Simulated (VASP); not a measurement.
# WSe2: quasiparticle gap under strain

How does the quasiparticle gap of WSe2 follow strain, and does the starting functional get the slope right? The cell has space group P6_3/mmc. The start is a cell from a database of measured crystal structures.

Main program and level: VASP 6.6.1; PBE, no spin polarisation; plane waves and PAW (W, Se), in the first sound run; inputs show where later runs differ.

The database entry behind the starting cell differs from later determinations by our own check (a about 0.2 % long), so it need not match the best structure at ambient conditions.

## (1) The structure

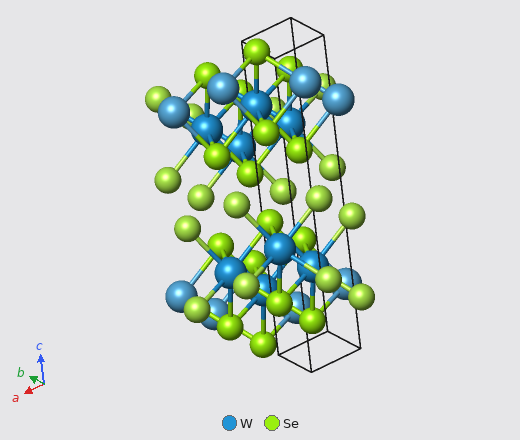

The cell as given, from a free direction (tungsten blue, selenium green). 2×2×1 cells are drawn. Some periodic images of atoms are drawn too.

## (2) Relaxation

The atoms are relaxed first inside the given cell, which is kept (ISIF = 2), since band edges depend on the positions.

Input file INCAR:

```
SYSTEM = WSe2
PREC = Accurate
ENCUT = 400
EDIFF = 1E-06
NELM = 100
ISMEAR = 0
SIGMA = 0.05
LREAL = .FALSE.
ALGO = Normal
GGA = PE
NBANDS = 24
LASPH = .TRUE.
LWAVE = .FALSE.
LCHARG = .FALSE.
KPAR = 8
IBRION = 2
NSW = 60
ISIF = 2
EDIFFG = -0.01
```

Input file POSCAR:

```
WSe2
1.0
    3.2900000000      0.0000000000      0.0000000000
   -1.6450000000      2.8492235785      0.0000000000
    0.0000000000      0.0000000000     12.9700000000
W Se
2 4
Direct
    0.3333333333      0.6666666667      0.2500000000
    0.6666666667      0.3333333333      0.7500000000
    0.3333333333      0.6666666667      0.6210000000
    0.6666666667      0.3333333333      0.1210000000
    0.3333333333      0.6666666667      0.8790000000
    0.6666666667      0.3333333333      0.3790000000
```

Input file KPOINTS:

```
Automatic mesh
0
Gamma
7 7 2
0 0 0
```

PAW data sets: W and Se (PBE family, release 64).

On the command line:

```console
$ mpirun -np 8 vasp_std
```

The log of the run:

```text
[banner, memory and clock lines left out]
running    8 mpi-ranks, on    1 nodes
 distrk:  each k-point on    1 cores,    8 groups
 distr:  one band on    1 cores,    1 groups

 POSCAR found type information on POSCAR W Se
 POSCAR found :  2 types and       6 ions
|                                                                             |
|           W    W    AA    RRRRR   N    N  II  N    N   GGGG   !!!           |
|           W    W   A  A   R    R  NN   N  II  NN   N  G    G  !!!           |
|           W    W  A    A  R    R  N N  N  II  N N  N  G       !!!           |
|           W WW W  AAAAAA  RRRRR   N  N N  II  N  N N  G  GGG   !            |
|           WW  WW  A    A  R   R   N   NN  II  N   NN  G    G                |
|           W    W  A    A  R    R  N    N  II  N    N   GGGG   !!!           |
|                                                                             |
|     For optimal performance we recommend to set                             |
|       NCORE = 2 up to number-of-cores-per-socket                            |
|     NCORE specifies how many cores store one orbital (NPAR=cpu/NCORE).      |
|     This setting can greatly improve the performance of VASP for DFT.       |
|     The default, NCORE=1 might be grossly inefficient on modern             |
|     multi-core architectures or massively parallel machines. Do your        |
|     Unfortunately you need to use the default for GW and RPA                |
|     calculations (for HF NCORE is supported but not extensively tested      |
|     yet).                                                                   |
|                                                                             |

 LDA part: xc-table for (Slater+PW92), standard interpolation
 POSCAR, INCAR and KPOINTS ok, starting setup
 FFT: planning ... GRIDC
 FFT: planning ... GRID_SOFT
 FFT: planning ... GRID
 WAVECAR not read
 entering main loop
       N       E                     dE             d eps       ncg     rms          rms(c)
DAV:   1     0.158627059144E+03    0.15863E+03   -0.13500E+04   768   0.106E+03
DAV:   2    -0.332479805000E+02   -0.19188E+03   -0.18500E+03  1064   0.238E+02
DAV:   3    -0.450332426614E+02   -0.11785E+02   -0.11693E+02  1008   0.591E+01
DAV:   4    -0.452606921043E+02   -0.22745E+00   -0.22686E+00  1016   0.876E+00
DAV:   5    -0.452649560569E+02   -0.42640E-02   -0.42568E-02  1016   0.102E+00    0.313E+01
DAV:   6    -0.436817853021E+02    0.15832E+01   -0.80213E+00  1112   0.135E+01    0.123E+01
DAV:   7    -0.434297056363E+02    0.25208E+00   -0.40658E+00  1048   0.104E+01    0.793E+00
DAV:   8    -0.432468070153E+02    0.18290E+00   -0.60642E-01  1072   0.467E+00    0.576E-01
DAV:   9    -0.432459246597E+02    0.88236E-03   -0.52396E-02  1016   0.124E+00    0.391E-01
DAV:  10    -0.432454421629E+02    0.48250E-03   -0.59855E-03  1032   0.431E-01    0.207E-01
DAV:  11    -0.432454788421E+02   -0.36679E-04   -0.63347E-04   936   0.135E-01    0.147E-01
DAV:  12    -0.432455325534E+02   -0.53711E-04   -0.21466E-04  1056   0.822E-02    0.285E-02
DAV:  13    -0.432455368287E+02   -0.42753E-05   -0.17961E-05  1128   0.228E-02    0.712E-03
DAV:  14    -0.432455372313E+02   -0.40253E-06   -0.20322E-06   816   0.791E-03
   1 F= -.43245537E+02 E0= -.43245537E+02  d E =-.432455E+02
 curvature:   0.00 expect dE= 0.000E+00 dE for cont linesearch  0.000E+00
 trial: gam= 0.00000 g(F)=  0.312E-02 g(S)=  0.000E+00 ort = 0.000E+00 (trialstep = 0.100E+01)
 search vector abs. value=  0.312E-02
 bond charge predicted
       N       E                     dE             d eps       ncg     rms          rms(c)
DAV:   1    -0.432467336211E+02   -0.11968E-02   -0.13318E-01   792   0.172E+00    0.171E-01
DAV:   2    -0.432472454363E+02   -0.51182E-03   -0.70121E-03   928   0.475E-01    0.216E-01
DAV:   3    -0.432472459059E+02   -0.46958E-06   -0.73023E-05  1000   0.500E-02    0.188E-01
DAV:   4    -0.432472254746E+02    0.20431E-04   -0.62758E-05   864   0.386E-02    0.316E-02
DAV:   5    -0.432472226044E+02    0.28703E-05   -0.68230E-06   904   0.141E-02    0.134E-02
DAV:   6    -0.432472210973E+02    0.15071E-05   -0.66972E-07   528   0.460E-03    0.881E-03
DAV:   7    -0.432472197700E+02    0.13274E-05   -0.36865E-06   768   0.884E-03    0.435E-03
DAV:   8    -0.432472200767E+02   -0.30671E-06   -0.41491E-07   480   0.338E-03
   2 F= -.43247220E+02 E0= -.43247220E+02  d E =-.168285E-02
 trial-energy change:   -0.001683  1 .order   -0.001727   -0.003118   -0.000336
 step:   1.1355(harm=  1.1209)  dis= 0.00696  next Energy=   -43.247243 (dE=-0.171E-02)
 bond charge predicted
       N       E                     dE             d eps       ncg     rms          rms(c)
DAV:   1    -0.432472309005E+02   -0.11131E-04   -0.24567E-03   784   0.233E-01    0.234E-02
DAV:   2    -0.432472393839E+02   -0.84834E-05   -0.13030E-04   944   0.647E-02    0.295E-02
DAV:   3    -0.432472390723E+02    0.31166E-06   -0.11377E-06   688   0.675E-03
   3 F= -.43247239E+02 E0= -.43247239E+02  d E =-.170184E-02
 curvature:  -0.55 expect dE=-0.235E-06 dE for cont linesearch -0.235E-06
 trial: gam= 0.00000 g(F)=  0.426E-06 g(S)=  0.000E+00 ort =-0.364E-04 (trialstep = 0.103E+01)
 search vector abs. value=  0.426E-06
 reached required accuracy - stopping structural energy minimisation
```

The job ended after 31 s (8 MPI ranks of Intel Xeon Platinum 8259CL at 2.50GHz (Skylake/Cascade Lake), shared host; peak memory 2 GiB; 3.2 min of CPU time).

The logs omit lines about the potential files and the build; timing stands in the text.

OUTCAR, selected parts (step 2):

```text
ion  position               nearest neighbor table
   1  0.333  0.667  0.250-   4 2.53   6 2.53   4 2.53   6 2.53   4 2.53   6 2.53
   2  0.667  0.333  0.750-   3 2.53   5 2.53   3 2.53   5 2.53   3 2.53   5 2.53
   3  0.333  0.667  0.621-   2 2.53   2 2.53   2 2.53
   4  0.667  0.333  0.121-   1 2.53   1 2.53   1 2.53
   5  0.333  0.667  0.879-   2 2.53   2 2.53   2 2.53
   6  0.667  0.333  0.379-   1 2.53   1 2.53   1 2.53

  LATTYP: Found a hexagonal cell.
 ALAT       =     3.2900000000
 C/A-ratio  =     3.9422492401

 Subroutine GETGRP returns: Found 24 space group operations
 (whereof 12 operations were pure point group operations)

The static configuration has the point symmetry D_3d.
 The point group associated with its full space group is D_6h.

 Found     16 irreducible k-points:

   k-points           NKPTS =     16   k-points in BZ     NKDIM =     16   number of bands    NBANDS=     24

   dimension x,y,z NGX =    24 NGY =   24 NGZ =   90
   dimension x,y,z NGXF=    48 NGYF=   48 NGZF=  180

   ENCUT  =  400.0 eV  29.40 Ry    5.42 a.u.   5.37  5.37 21.15*2*pi/ulx,y,z

   NELECT =      36.0000    total number of electrons

 k-points in reciprocal lattice and weights: Automatic mesh
   0.00000000  0.00000000  0.00000000       0.010
   0.14285714  0.00000000  0.00000000       0.061
   0.28571429  0.00000000  0.00000000       0.061
   0.42857143  0.00000000  0.00000000       0.061
   0.14285714  0.14285714  0.00000000       0.061
   0.28571429  0.14285714  0.00000000       0.122
   0.42857143  0.14285714  0.00000000       0.061
   0.28571429  0.28571429  0.00000000       0.061
   0.00000000  0.00000000  0.50000000       0.010
[...]
0.42857143  0.14285714  0.50000000       0.061
   0.28571429  0.28571429  0.50000000       0.061

 average (electrostatic) potential at core
       1 -40.7302       2 -40.7302       3 -53.2601       4 -53.2601       5 -53.2601
       6 -53.2601

 E-fermi :   5.5004

 k-point     1 :       0.0000    0.0000    0.0000
  band No.  band energies     occupation
    ...
     14       3.8388      2.00000
     15       3.8388      2.00000
     16       4.1796      2.00000
     17       4.2648      2.00000
     18       5.2870      2.00000
     19       7.9485      0.00000
     20       7.9485      0.00000
     21       8.0038      0.00000
     22       8.0038      0.00000
     23       8.0252      0.00000
    ...

 k-point     2 :       0.1429    0.0000    0.0000
  band No.  band energies     occupation
    ...
     14       3.3837      2.00000
     15       3.5900      2.00000
     16       4.2196      2.00000
     17       4.3707      2.00000
     18       4.7929      2.00000
     19       7.1389      0.00000
     20       7.5244      0.00000
     21       7.6475      0.00000
     22       7.6673      0.00000
     23       7.7956      0.00000
    ...

 k-point     3 :       0.2857    0.0000    0.0000
  band No.  band energies     occupation
    ...
     14       3.5534      2.00000
     15       3.5977      2.00000
     16       3.6699      2.00000
     17       3.7687      2.00000
     18       3.9558      2.00000
     19       6.6542      0.00000
     20       7.2188      0.00000
     21       7.4476      0.00000
     22       7.5571      0.00000
     23       7.7109      0.00000
    ...

  Total        1.9170416      1.9170416      2.1885430     -0.0000000      0.0000000      0.0000000
  in kB       25.2626972     25.2626972     28.8405315     -0.0000000      0.0000000      0.0000000
  external PRESSURE =      26.4553086 kB  Pullay stress =       0.0000000 kB

  energy-cutoff  :      400.00
  volume of cell :      121.58
      direct lattice vectors                 reciprocal lattice vectors
     3.290000000  0.000000000  0.000000000     0.303951368  0.175486404  0.000000000
    -1.645000000  2.849223579  0.000000000     0.000000000  0.350972808  0.000000000
     0.000000000  0.000000000 12.970000000     0.000000000  0.000000000  0.077101002

 POSITION                                       TOTAL-FORCE (eV/Angst)
 -----------------------------------------------------------------------------------
     -0.00000      1.89948      3.24250        -0.000000      0.000000      0.000000
      1.64500      0.94974      9.72750         0.000000     -0.000000      0.000000
     -0.00000      1.89948      8.04741         0.000000     -0.000000      0.001485
      1.64500      0.94974      1.56241        -0.000000      0.000000      0.001485
     -0.00000      1.89948     11.40759         0.000000     -0.000000     -0.001485
      1.64500      0.94974      4.92259        -0.000000      0.000000     -0.001485
 -----------------------------------------------------------------------------------
    total drift:                               -0.000000      0.000000     -0.000000

  FREE ENERGIE OF THE ION-ELECTRON SYSTEM (eV)
  ---------------------------------------------------
  free  energy   TOTEN  =       -43.2472390723 eV

  energy  without entropy=      -43.2472390723  energy(sigma->0) =      -43.24723907

 reached required accuracy - stopping structural energy minimisation

[... 3 further parts left out ...]
```

CONTCAR:

```
WSe2
   1.00000000000000
     3.2900000000000000    0.0000000000000000    0.0000000000000000
    -1.6450000000000000    2.8492235785000002    0.0000000000000000
     0.0000000000000000    0.0000000000000000   12.9700000000000006
  W               Se
     2     4
Direct
     0.3333333332999970    0.6666666667000030    0.2500000000000000
     0.6666666667000030    0.3333333332999970    0.7500000000000000
     0.3333333332999970    0.6666666667000030    0.6204631598454668
     0.6666666667000030    0.3333333332999970    0.1204631598454669
     0.3333333332999970    0.6666666667000030    0.8795368401545332
     0.6666666667000030    0.3333333332999970    0.3795368401545331
```

The data set W keeps the semicore shell frozen, which is cheaper and a little less accurate. The run keeps the 24 symmetry operations of its start, so it cannot find a distortion of lower symmetry.

Step by step:

```csv
step,energy less that of the first step (eV),largest force (eV/Å)
1,0.0000,0.1271
2,-0.0017,0.0137
3,-0.0017,0.0015
```

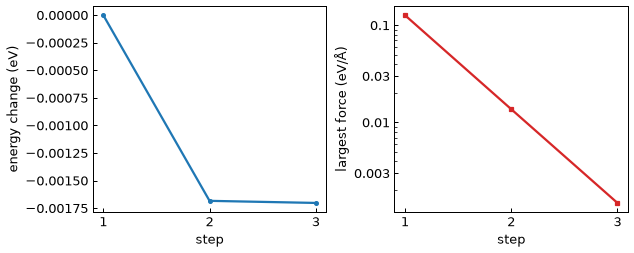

Energy and largest force along the relaxation.

The relaxed structure:

```xyz
6
Lattice="3.2900 0.0000 0.0000 -1.6450 2.8492 0.0000 0.0000 0.0000 12.9700" Properties=species:S:1:pos:R:3 pbc="T T T"
W     0.0000    1.8995    3.2425
W     1.6450    0.9497    9.7275
Se    0.0000    1.8995    8.0474
Se    1.6450    0.9497    1.5624
Se    0.0000    1.8995   11.4076
Se    1.6450    0.9497    4.9226
```

This step gave:

```
free energy (TOTEN) : -43.25 eV
Fermi energy        : 5.500 eV
pressure            : 2.646 GPa
```

At PBE, with these data sets, the largest force is down to 0.0015 eV/Å.

(Part 1 of 5 ends here.)

[Lines on the potential files, build, host, timing and source positions are cut from VASP's logs without a mark.]

[Logs are printed without paths, hosts, clocks, repeated set-up lines and the standing remarks that a program may print on its own settings, such as how far it seeks lower states.]

[Hosts, paths, dates, database ids (printed as entryN), source tags and the programs' standing remarks are cut or masked in the printed files.]

[Pressures printed for these runs are not shown converged in the cutoff: they can be off by several GPa and have the wrong sign.]
